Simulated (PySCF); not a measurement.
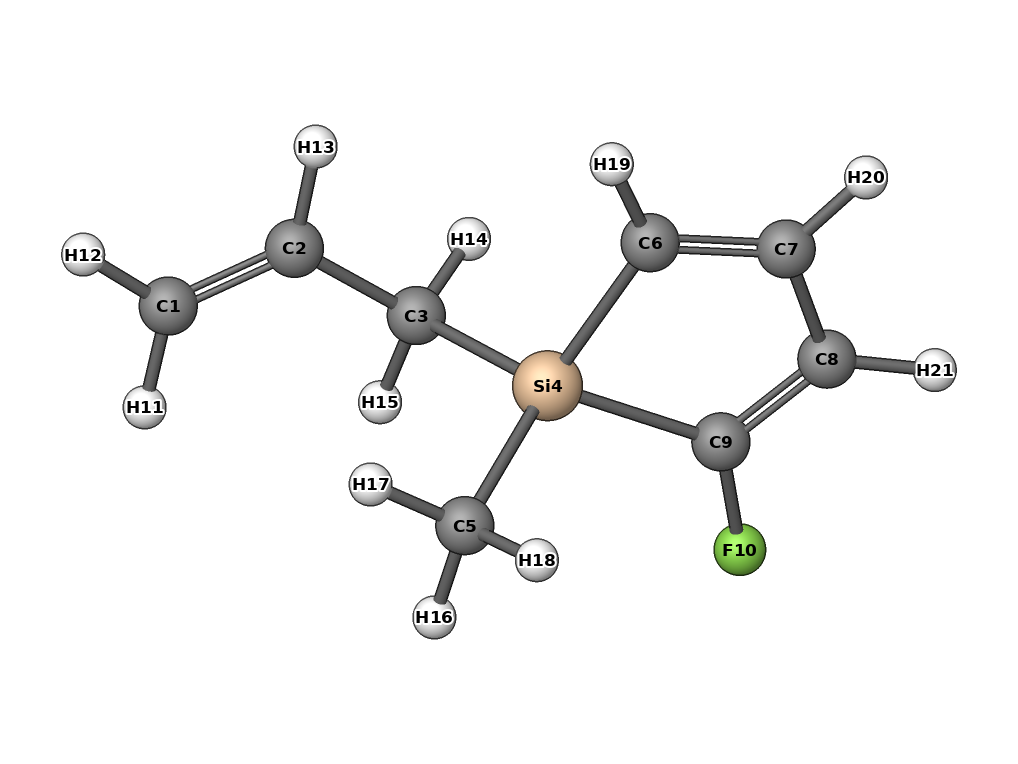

The questions are on isotropic NMR shieldings of the C atoms. The geometry was computed by an optimisation with GFN2-xTB. No frequency run is at hand to confirm it as a minimum. Method: GIAO PBE0/pcSseg-1 NMR shielding, non-relativistic, gas phase (PySCF 2.14.0).

List the isotropic NMR shieldings of the C atoms.

| atom | σ (ppm) |
| --- | --- |
| C1 | 65.7 |
| C2 | 44.0 |
| C3 | 161.1 |
| C5 | 195.2 |
| C6 | 60.9 |
| C7 | 34.5 |
| C8 | 58.9 |
| C9 | −4.6 |

The geometry is semi-empirical. Around Si such bond lengths and angles can be off by a tenth of an ångström or more and by several degrees, and values that hang on the shape move with them.
